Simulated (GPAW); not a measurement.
# Run report: C₂OS, property calculation

C₂OS, SMILES O=C=C=S, computed with PBE/real-space grid, scalar-relativistic datasets (GPAW 26.7.0).

The run did not end well. The geometry comes from this level: GFN2-xTB.

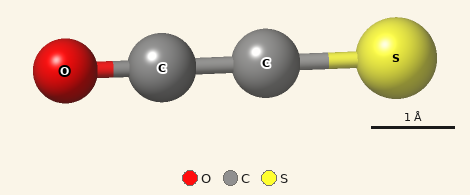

**Figure 1.** The structure (ball-and-stick view, seen at a tilt).

**Outcome**

| quantity | value |
| --- | --- |
| outcome | not converged |
| hardware | 1 thread of Arm Neoverse V1, 24 GiB of memory available, shared host |
| wall time | 3 min |
| peak memory | 0.63 GiB |

**Diagnosis**

The run did not converge. Its last values are not results.

**Input (sp.py)**
```python
import numpy as np
from ase import Atoms
from ase.units import Debye
from gpaw import GPAW

# Structure
system = Atoms(['O', 'C', 'C', 'S'],
    positions=[[  1.212700,  -0.650310,   1.327790],
               [  0.467620,  -0.254890,   0.510610],
               [ -0.336240,   0.180540,  -0.367210],
               [ -1.344080,   0.724660,  -1.471190]])
system.center(vacuum=4.5)

# DFT calculator
gpaw_calc = GPAW(mode='fd', h=0.18, xc='PBE', maxiter=150, txt='-')
system.calc = gpaw_calc

energy = system.get_potential_energy()
print(f'Energy = {energy:.5f} eV')
forces = system.get_forces()
print('Forces (eV/Ang)')
for symbol, f in zip(system.symbols, forces):
    print(f'{symbol:2} {f[0]:9.4f} {f[1]:9.4f} {f[2]:9.4f}')
dipole = system.get_dipole_moment() / Debye
print(f'Dipole                  {np.linalg.norm(dipole):.3f} D')
homo, lumo = gpaw_calc.get_homo_lumo()
print(f'HOMO: {homo:.3f} eV')
print(f'LUMO                    {lumo:.3f} eV')
print(f'Gap: {lumo - homo:.3f} eV')
```

Run as:
```bash
python sp.py
```

**Output**
```
__  _  _
 | _ |_)|_||  |
 |__||  | ||/\| - 26.7.0

units:  Angstrom and eV
cores:  1
OpenMP: False

Versions:
  Python: 3.12.14
  ASE:    3.29.0
  Numpy:  2.5.5
  Scipy:  1.18.1
  Libxc:  7.0.0

        _gpaw.cpython-312-aarch64-linux-gnu.so

Input parameters:
  mode=FD(),
  h=0.18,
  maxiter=150,
  xc=XC(name='PBE')

Diagonalizing LCAO Hamiltonian
Converting LCAO to fd mode
       .---------------------------.
      /|                           |
     / |                           |
    /  |                           |
   /   |                           |
  /    |                           |
 *     |                           |
 |     |                           |
 |     |                           |
 |     |           C O             |
 |     |         C                 |
 |     |       S                   |
 |     |                           |
 |     |                           |
 |     .---------------------------.
 |    /                           /
 |   /                           /
 |  /                           /
 | /                           /
 |/                           /
 *---------------------------*

Atoms  # Å, Bohr magnetons
|   | symbol |        x |        y |        z |    initial magnetic moments |
|---|--------|----------|----------|----------|-----------------------------|
| 0 |      O | 7.056780 | 4.500000 | 7.298980 | ( 0.0000,  0.0000,  0.0000) |
| 1 |      C | 6.311700 | 4.895420 | 6.481800 | ( 0.0000,  0.0000,  0.0000) |
| 2 |      C | 5.507840 | 5.330850 | 5.603980 | ( 0.0000,  0.0000,  0.0000) |
| 3 |      S | 4.500000 | 5.874970 | 4.500000 | ( 0.0000,  0.0000,  0.0000) |

Unit cell  # Å
| periodic |         x |         y |         z |   lengths |    angles |
|----------|-----------|-----------|-----------|-----------|-----------|
|       no | 11.556780 |  0.000000 |  0.000000 | 11.556780 | 90.000000 |
|       no |  0.000000 | 10.374970 |  0.000000 | 10.374970 | 90.000000 |
|       no |  0.000000 |  0.000000 | 11.798980 | 11.798980 | 90.000000 |

Number of symmetries: 1
Symmetry operations  # r_c * U_cc + t_c -> r_c
|   | kind |            matrix            |
|---|------|------------------------------|
| 0 |  E   |  1, 0, 0,  0, 1, 0,  0, 0, 1 |

BZ-sampling:
  Number of BZ points: 1
  Number of IBZ points: 1

  Monkhorst-Pack size: [1, 1, 1]
  Monkhorst-Pack shift: [0, 0, 0]

K-points  # in reciprocal-cell coordinates
|   |                                coordinates |     weight |
|---|--------------------------------------------|------------|
| 0 | (  0.00000000,   0.00000000,   0.00000000) | 1.00000000 |

Uniform wave function grid shape: (np.int64(63), np.int64(55), np.int64(63))
Spin-components: 1 (collinear spins)
Bands:           16
Projectors:      20
Spin-degeneracy: 2
Datatype:        float64

  Storage: CPU
  Wave functions: 27_941_760 bytes (27_941_760 per core)

Parallelization:
  kpt:    1
  domain: 1
  band:   1

Density:
  Valence electrons: 20.0
  Components: 1
  Grid points: [64 56 64]
  Charge: 0.0  # |e|

Potential:
  Grid points: [64 56 64]

species:
  O:
    name:    Oxygen
    Z:       8.0
    valence: 6
    core:    2
    charge:  0.0  # [|e|]
    file:    O.PBE.gz
    compensation charges:
      type: gauss
      rc: 0.21  # [Å]
      lmax: 2
    cutoffs:
      filter: 1.17  # [Å]
      core: 0.83  # [Å]
    projectors
    | kind |    occ | energy [eV] | rcut [Å] |
    |------|--------|-------------|----------|
    |   2s |  2.000 |     -23.961 |    0.688 |
    |   2p |  4.000 |      -9.029 |    0.598 |
    |    s |        |       3.251 |    0.688 |
    |    p |        |      18.182 |    0.598 |
    |    d |        |       0.000 |    0.619 |

    Using partial waves for O as LCAO basis

  C:
    name:    Carbon
    Z:       6.0
    valence: 4
    core:    2
    charge:  0.0  # [|e|]
    file:    C.PBE.gz
    compensation charges:
      type: gauss
      rc: 0.20  # [Å]
      lmax: 2
    cutoffs:
      filter: 1.14  # [Å]
      core: 1.14  # [Å]
    projectors
    | kind |    occ | energy [eV] | rcut [Å] |
    |------|--------|-------------|----------|
    |   2s |  2.000 |     -13.751 |    0.635 |
    |   2p |  2.000 |      -5.284 |    0.635 |
    |    s |        |      13.461 |    0.635 |
    |    p |        |      21.927 |    0.635 |
    |    d |        |       0.000 |    0.635 |

    Using partial waves for C as LCAO basis

  S:
    name:    Sulfur
    Z:       16.0
    valence: 6
    core:    10
    charge:  0.0  # [|e|]
    file:    S.PBE.gz
    compensation charges:
      type: gauss
      rc: 0.24  # [Å]
      lmax: 2
    cutoffs:
      filter: 1.77  # [Å]
      core: 1.66  # [Å]
    projectors
    | kind |    occ | energy [eV] | rcut [Å] |
    |------|--------|-------------|----------|
    |   3s |  2.000 |     -17.254 |    0.974 |
    |   3p |  4.000 |      -7.008 |    0.979 |
    |    s |        |       9.957 |    0.974 |
    |    p |        |      20.203 |    0.979 |
    |    d |        |       0.000 |    0.900 |

    Using partial waves for S as LCAO basis

Reference energy: -14953.728430  # eV

eigensolver:
  PPCG
  Converge bands: occupied
  niter=2

density mixing:
  MSR1-Mixer
  Pratt-step length: 0.05
  Maximum mixing coefficient: 0.75
  Old densities: 10
  SVD Regularization: 0.005
  Good broyden scale: 1.0
  Trust region scale: 1.0
  Backstep threshold: 4.0
  History deletion threshold: 6.0
  Fourier metric: weight=20.0, sigma=0.015

occupation numbers:
  # Zero width

FastPoissonSolver using
    Stencil: 6*3+1=19 point O(h^6) finite-difference Laplacian
    FFT axes: []
    FST axes: [np.int64(1), np.int64(0), np.int64(2)]

xc functional:
  name: PBE with 2 nearest neighbor stencil
interpolation: tri-quintic # 5. degree polynomial

Initialization done in: 1.559 s

convergence criteria:
- Maximum [total energy] change in last 3 cyles: 0.0005 eV / valence electron
- Maximum integral of absolute [dens]ity change: 0.0001 electrons / valence electron
- Maximum integral of absolute [eigenst]ate change: 4e-08 eV^2 / valence electron
maximum number of iterations: 150

SCF iterations
|iter     |     time |      energy | eigst |  dens |
|---------|----------|-------------|-------|-------|
|iter:   1| 00:00:03 |  -28.243644 | +1.20 |       |
|iter:   2| 00:00:04 |  -27.696753 | -0.06 | -0.76 |
|iter:   3| 00:00:05 |  -26.699199 | -0.05 | -0.81 |
|iter:   4| 00:00:06 |  -26.432402 | -0.27 | -0.88 |
|iter:   5| 00:00:07 |  -26.102185 | -0.81 | -0.95 |
|iter:   6| 00:00:08 |  -26.006093 | -1.07 | -1.10 |
|iter:   7| 00:00:10 |  -26.011025 | -2.11 | -1.16 |
|iter:   8| 00:00:11 |  -26.023204 | -2.21 | -1.19 |
|iter:   9| 00:00:12 |  -26.018534 | -2.83 | -1.16 |
|iter:  10| 00:00:13 |  -26.054400 | -2.61 | -1.16 |
[... 130 lines of further cycles ...]
|iter: 141| 00:02:47 |  -26.018451 | -3.52 | -1.20 |
|iter: 142| 00:02:48 |  -25.989065 | -3.15 | -1.18 |
|iter: 143| 00:02:49 |  -25.995615 | -4.10 | -1.20 |
|iter: 144| 00:02:50 |  -26.162478 | -2.22 | -1.20 |
|iter: 145| 00:02:51 |  -26.015056 | -2.12 | -1.08 |
|iter: 146| 00:02:53 |  -25.999411 | -2.66 | -1.18 |
|iter: 147| 00:02:54 |  -26.005528 | -3.67 | -1.20 |
|iter: 148| 00:02:55 |  -26.088506 | -2.44 | -1.19 |
|iter: 149| 00:02:56 |  -26.070471 | -1.82 | -1.13 |
|iter: 150| 00:02:57 |  -26.016078 | -1.95 | -1.14 |
gpaw.KohnShamConvergenceError
```
